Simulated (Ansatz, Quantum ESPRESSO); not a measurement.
# Tuning the work function of Mo(100), part 5 of 7

Which overlayers raise and which lower the work function of Mo(100), and does electronegativity predict it?

Quantum ESPRESSO 7.5; plane-wave DFT, PBE, GBRV ultrasoft pseudopotentials; geometry by Ansatz 0.2.0 with PAW datasets.

So far. Step 8 (SCF with pw.x, Au overlayer): The covered face stands at 4.92 eV against 3.91 eV when clean. Step 8 (SCF with pw.x, Au overlayer): Inside the slab this potential holds the local part of the pseudopotentials, which can be repulsive at the nuclei; only its value in the vacuum has a meaning of its own.

## 9. Projections on atomic orbitals, Au overlayer

Au.pdos.in

```
&projwfc
  prefix = 'Au.esm'
  outdir = './out'
  filpdos = 'Au.pdos'
  Emin = -12.458
  Emax = -0.458
  DeltaE = 0.1
  ngauss = 0
  degauss = 0.01
/
```

On the command line:

```
$ OMP_NUM_THREADS=1 mpirun -n 4 projwfc.x -in Au.pdos.in > Au.pdos.out
```

Numbers of over 12 decimals in the logs are rounded to 6 here.

Output:

```text
[banner, memory and clock lines left out]
Program PROJWFC v.7.5 starts

          URL

     ./out/Au.esm.save/

     IMPORTANT: XC functional enforced from input :
     Exchange-correlation= PBE
                           (   1   4   3   4   0   0   0)
     Any further DFT definition will be discarded
     Please, verify this is what you really want

     Check: negative core charge=   -0.000004

     negative rho (up, down):  4.914E-03 0.000E+00

     Gaussian broadening (read from input): ngauss,degauss=   0    0.010000

     Calling projwave ....
     one sub-group per band group will be used

     linear algebra parallelized on   4 procs

  Problem Sizes
  natomwfc =           74
  nx       =           37
  nbnd     =           49
  nkstot   =           15
  npwx     =         1903
  nkb      =          115

     Atomic states used for projection
     (read from pseudopotential files):

     state #   1: atom   1 (Mo ), wfc  1 (l=0 m= 1)
     state #   2: atom   1 (Mo ), wfc  2 (l=1 m= 1)
     state #   3: atom   1 (Mo ), wfc  2 (l=1 m= 2)
     state #   4: atom   1 (Mo ), wfc  2 (l=1 m= 3)
     state #   5: atom   1 (Mo ), wfc  3 (l=2 m= 1)
     state #   6: atom   1 (Mo ), wfc  3 (l=2 m= 2)
     state #   7: atom   1 (Mo ), wfc  3 (l=2 m= 3)
     state #   8: atom   1 (Mo ), wfc  3 (l=2 m= 4)
     state #   9: atom   1 (Mo ), wfc  3 (l=2 m= 5)
     state #  10: atom   1 (Mo ), wfc  4 (l=0 m= 1)
     state #  11: atom   1 (Mo ), wfc  5 (l=1 m= 1)
     state #  12: atom   1 (Mo ), wfc  5 (l=1 m= 2)
     state #  13: atom   1 (Mo ), wfc  5 (l=1 m= 3)
     state #  14: atom   2 (Mo ), wfc  1 (l=0 m= 1)
     state #  15: atom   2 (Mo ), wfc  2 (l=1 m= 1)
     state #  16: atom   2 (Mo ), wfc  2 (l=1 m= 2)
     state #  17: atom   2 (Mo ), wfc  2 (l=1 m= 3)
     state #  18: atom   2 (Mo ), wfc  3 (l=2 m= 1)
     state #  19: atom   2 (Mo ), wfc  3 (l=2 m= 2)
     state #  20: atom   2 (Mo ), wfc  3 (l=2 m= 3)
     state #  21: atom   2 (Mo ), wfc  3 (l=2 m= 4)
     state #  22: atom   2 (Mo ), wfc  3 (l=2 m= 5)
     state #  23: atom   2 (Mo ), wfc  4 (l=0 m= 1)
     state #  24: atom   2 (Mo ), wfc  5 (l=1 m= 1)
     state #  25: atom   2 (Mo ), wfc  5 (l=1 m= 2)
     state #  26: atom   2 (Mo ), wfc  5 (l=1 m= 3)
     state #  27: atom   3 (Mo ), wfc  1 (l=0 m= 1)
     state #  28: atom   3 (Mo ), wfc  2 (l=1 m= 1)
     state #  29: atom   3 (Mo ), wfc  2 (l=1 m= 2)
     state #  30: atom   3 (Mo ), wfc  2 (l=1 m= 3)
     state #  31: atom   3 (Mo ), wfc  3 (l=2 m= 1)
     state #  32: atom   3 (Mo ), wfc  3 (l=2 m= 2)
     state #  33: atom   3 (Mo ), wfc  3 (l=2 m= 3)
     state #  34: atom   3 (Mo ), wfc  3 (l=2 m= 4)
     state #  35: atom   3 (Mo ), wfc  3 (l=2 m= 5)
     state #  36: atom   3 (Mo ), wfc  4 (l=0 m= 1)
     state #  37: atom   3 (Mo ), wfc  5 (l=1 m= 1)
     state #  38: atom   3 (Mo ), wfc  5 (l=1 m= 2)
     state #  39: atom   3 (Mo ), wfc  5 (l=1 m= 3)
     state #  40: atom   4 (Mo ), wfc  1 (l=0 m= 1)
     state #  41: atom   4 (Mo ), wfc  2 (l=1 m= 1)
     state #  42: atom   4 (Mo ), wfc  2 (l=1 m= 2)
     state #  43: atom   4 (Mo ), wfc  2 (l=1 m= 3)
     state #  44: atom   4 (Mo ), wfc  3 (l=2 m= 1)
     state #  45: atom   4 (Mo ), wfc  3 (l=2 m= 2)
     state #  46: atom   4 (Mo ), wfc  3 (l=2 m= 3)
     state #  47: atom   4 (Mo ), wfc  3 (l=2 m= 4)
     state #  48: atom   4 (Mo ), wfc  3 (l=2 m= 5)
     state #  49: atom   4 (Mo ), wfc  4 (l=0 m= 1)
     state #  50: atom   4 (Mo ), wfc  5 (l=1 m= 1)
     state #  51: atom   4 (Mo ), wfc  5 (l=1 m= 2)
     state #  52: atom   4 (Mo ), wfc  5 (l=1 m= 3)
     state #  53: atom   5 (Mo ), wfc  1 (l=0 m= 1)
     state #  54: atom   5 (Mo ), wfc  2 (l=1 m= 1)
     state #  55: atom   5 (Mo ), wfc  2 (l=1 m= 2)
     state #  56: atom   5 (Mo ), wfc  2 (l=1 m= 3)
     state #  57: atom   5 (Mo ), wfc  3 (l=2 m= 1)
     state #  58: atom   5 (Mo ), wfc  3 (l=2 m= 2)
     state #  59: atom   5 (Mo ), wfc  3 (l=2 m= 3)
     state #  60: atom   5 (Mo ), wfc  3 (l=2 m= 4)
     state #  61: atom   5 (Mo ), wfc  3 (l=2 m= 5)
     state #  62: atom   5 (Mo ), wfc  4 (l=0 m= 1)
     state #  63: atom   5 (Mo ), wfc  5 (l=1 m= 1)
     state #  64: atom   5 (Mo ), wfc  5 (l=1 m= 2)
     state #  65: atom   5 (Mo ), wfc  5 (l=1 m= 3)
     state #  66: atom   6 (Au ), wfc  1 (l=2 m= 1)
     state #  67: atom   6 (Au ), wfc  1 (l=2 m= 2)
     state #  68: atom   6 (Au ), wfc  1 (l=2 m= 3)
     state #  69: atom   6 (Au ), wfc  1 (l=2 m= 4)
     state #  70: atom   6 (Au ), wfc  1 (l=2 m= 5)
     state #  71: atom   6 (Au ), wfc  2 (l=0 m= 1)
     state #  72: atom   6 (Au ), wfc  3 (l=1 m= 1)
     state #  73: atom   6 (Au ), wfc  3 (l=1 m= 2)
     state #  74: atom   6 (Au ), wfc  3 (l=1 m= 3)

[... projections of each state ...]
Lowdin Charges:

     Atom #   1: total charge =  13.9175, s =  2.3147,
     Atom #   1: total charge =  13.9175, p =  6.7075, pz=  2.1600, px=  2.2737, py=  2.2737,
     Atom #   1: total charge =  13.9175, d =  4.8953, dz2=  0.8178, dxz=  1.0588, dyz=  1.0588, dx2-y2=  0.9528, dxy=  1.0072,
     Atom #   2: total charge =  14.0575, s =  2.2494,
     Atom #   2: total charge =  14.0575, p =  6.9689, pz=  2.3407, px=  2.3141, py=  2.3141,
     Atom #   2: total charge =  14.0575, d =  4.8392, dz2=  0.7903, dxz=  1.1041, dyz=  1.1041, dx2-y2=  0.7671, dxy=  1.0737,
     Atom #   3: total charge =  13.9644, s =  2.2279,
     Atom #   3: total charge =  13.9644, p =  6.9063, pz=  2.3022, px=  2.3020, py=  2.3020,
     Atom #   3: total charge =  13.9644, d =  4.8302, dz2=  0.8229, dxz=  1.0616, dyz=  1.0616, dx2-y2=  0.8445, dxy=  1.0396,
     Atom #   4: total charge =  13.9970, s =  2.2337,
     Atom #   4: total charge =  13.9970, p =  6.9010, pz=  2.3057, px=  2.2976, py=  2.2976,
     Atom #   4: total charge =  13.9970, d =  4.8623, dz2=  0.7585, dxz=  1.1173, dyz=  1.1173, dx2-y2=  0.7656, dxy=  1.1035,
     Atom #   5: total charge =  14.0529, s =  2.2377,
     Atom #   5: total charge =  14.0529, p =  6.9413, pz=  2.3292, px=  2.3060, py=  2.3060,
     Atom #   5: total charge =  14.0529, d =  4.8739, dz2=  0.8754, dxz=  1.0177, dyz=  1.0177, dx2-y2=  0.9007, dxy=  1.0625,
     Atom #   6: total charge =  10.9285, s =  0.6234,
     Atom #   6: total charge =  10.9285, p =  0.7218, pz=  0.1604, px=  0.2807, py=  0.2807,
     Atom #   6: total charge =  10.9285, d =  9.5833, dz2=  1.9649, dxz=  1.9017, dyz=  1.9017, dx2-y2=  1.9183, dxy=  1.8967,
     Spilling Parameter:   0.0010

Note: The following floating-point exceptions are signalling: IEEE_DIVIDE_BY_ZERO IEEE_UNDERFLOW_FLAG
Note: The following floating-point exceptions are signalling: IEEE_DIVIDE_BY_ZERO IEEE_UNDERFLOW_FLAG
Note: The following floating-point exceptions are signalling: IEEE_DIVIDE_BY_ZERO IEEE_UNDERFLOW_FLAG
Note: The following floating-point exceptions are signalling: IEEE_DIVIDE_BY_ZERO IEEE_UNDERFLOW_FLAG
```

The job ended after 1.6 s (4 MPI ranks of Arm Neoverse V2, shared host; peak memory 0.15 GiB).

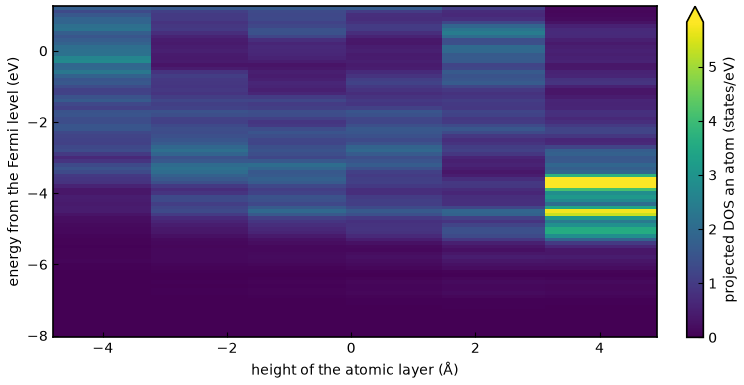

Projected DOS an atom over height of the atomic layer and energy from the Fermi level. Columns are the atomic layers from the bottom up.

The atomic orbitals miss 0.1 % of the occupied states; for empty states the projections can miss much more.

## 10. Relaxation with Ansatz, Pd overlayer

Level of this step: plane-wave DFT, PBE, Ansatz PAW (Ansatz 0.2.0).

System of this step: Mo(100), 5 layers, one monolayer of Pd on hollow sites. The cell holds 6 atoms: 5 Mo and 1 Pd. Its edges and angles: a = 3.150 Å, b = 3.150 Å, c = 25.300 Å, α = 90.0°, β = 90.0°, γ = 90.0°. It derives from Mo. Vacuum lies along c.

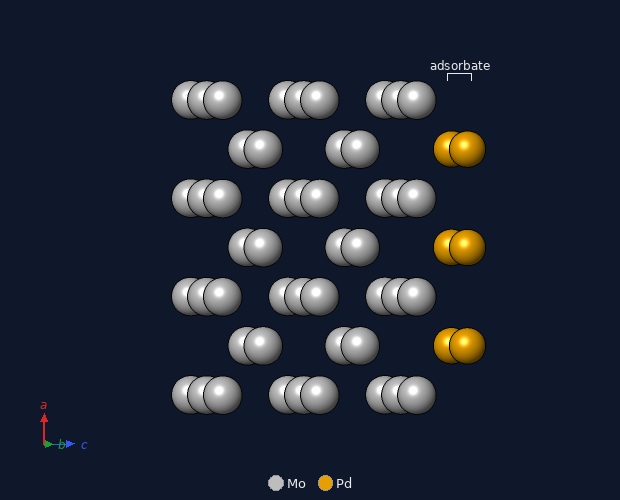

The cell of this step (molybdenum light grey, palladium orange). 3×2×1 cells are drawn. Some periodic images of atoms are drawn too.

input.yaml

```yaml
crystal:
  lattice:
    - [3.15, 0.0, 0.0]
    - [0.0, 3.15, 0.0]
    - [0.0, 0.0, 25.3]
  atoms:
    - { symbol: Mo, position: [0.0, 0.0, 0.3280632411] }
    - { symbol: Mo, position: [0.5, 0.5, 0.3903162055] }
    - { symbol: Mo, position: [0.0, 0.0, 0.45256917] }
    - { symbol: Mo, position: [0.5, 0.5, 0.5148221344] }
    - { symbol: Mo, position: [0.0, 0.0, 0.5770750988] }
    - { symbol: Pd, position: [0.5, 0.5, 0.6523157595] }
kpoints:
  mp_grid: { grid: [8, 8, 1] }
hamiltonian:
  xc: pbe
scf:
  occupations: { method: fermi_dirac, width: 0.1 }
  convergence: { dr2_threshold: 1.0e-08 }
efield:
  axis: 3
  dipole_correction: true
  ramp_position: 0.97
  ramp_width: 0.04
relax:
  f_tol: 0.01
  constraints: [{ sites: [0, 1, 2] }]
output:
  write_potential: true
  write_density: true
  volumetric_format: npy
```

On the command line:

```
$ ansatz run input.yaml --threads 4 --pin off --max-ram 8192MiB --backend cpu --events-out ev --progress --plain --runs-dir out
```

Output:

```text
[...]
Crystal: 6 atoms, lattice volume = 251.039 Å³
Basis set: ecut = 420 eV, 4957 PW (Γ), exchange–correlation on 48×48×360 points (8 copies of the dense FFT grid, shifted against one another)
Bands: 53, of which v1, the nominal top of the filled ones, is band 44 counted from 1 (43 counted from 0)
Symmetry: 8 space group operations
[...]
atoms:
    - { symbol: Mo, position: [0.0, 0.0, 0.3280632411] }
    - { symbol: Mo, position: [0.500000, 0.500000, 0.3903162055] }
    - { symbol: Mo, position: [0.0, 0.0, 0.452569] }
    - { symbol: Mo, position: [0.500000, 0.500000, 0.515182] }
    - { symbol: Mo, position: [-4.481439741514016e-18, 0, 0.574203] }
    - { symbol: Pd, position: [0.500000, 0.500000, 0.637154] }
[key lines of the parts left out:]
SCF converged after 6 iterations
Free energy (F): -31749.777623 eV
Fermi energy:    5.050575 eV
Dipole field:    D = -0.033976 V/Å  (p = -0.047136 e·Å, saw-weighted, corrected)
Work function:   Φ+ = 4.8273 eV   Φ− = 3.9677 eV
```

Elapsed: 22 s, on 4 threads; peak memory 0.67 GiB.

Step by step:

| step | energy less that of the first step (eV) | largest force component (eV/Å) |
| --- | --- | --- |
| 1 | 0.0000 | 1.2287 |
| 2 | -0.1777 | 0.3762 |
| 3 | -0.2309 | 0.1731 |
| 4 | -0.2322 | 0.0691 |
| 5 | -0.2325 | 0.0111 |
| 6 | -0.2325 | 0.0039 |

The atoms that moved most (Å):

| atom | dx | dy | dz | length |
| --- | --- | --- | --- | --- |
| Pd6 | 0.000 | 0.000 | -0.384 | 0.384 |
| Mo5 | 0.000 | 0.000 | -0.073 | 0.073 |
| Mo4 | 0.000 | 0.000 | 0.009 | 0.009 |

The relaxed structure:

```xyz
6
Lattice="3.1500 0.0000 0.0000 0.0000 3.1500 0.0000 0.0000 0.0000 25.3000" Properties=species:S:1:pos:R:3
Mo    0.0000    0.0000    8.3000
Mo    1.5750    1.5750    9.8750
Mo    0.0000    0.0000   11.4500
Mo    1.5750    1.5750   13.0341
Mo    0.0000    0.0000   14.5273
Pd    1.5750    1.5750   16.1200
```

The relaxation lowers the energy by 39 meV an atom. Held were the atoms numbered 1, 2 and 3; the forces quoted are those on the free ones.

This step gave:

```
free energy                     : -31749.7776 eV
energy at zero smearing         : -31749.6766 eV
smearing term TS                : 0.2021 eV
Fermi energy                    : 5.051 eV
work function of the upper face : 4.827 eV
work function of the lower face : 3.968 eV
dipole along the normal         : -0.04714 e·Å
```

(Continued in part 6 of 7.)

[Logs are printed without paths, hosts, clocks, repeated set-up lines and the standing remarks that a program may print on its own settings, such as how far it seeks lower states.]

[Hosts, paths, dates, database ids (printed as entryN), source tags and the programs' standing remarks are cut or masked in the printed files.]

[Maps of the electrostatic potential energy from Ansatz leave out the sawtooth potential of an applied field or a dipole correction, so their vacuum need not be flat; planar profiles and work functions include it.]
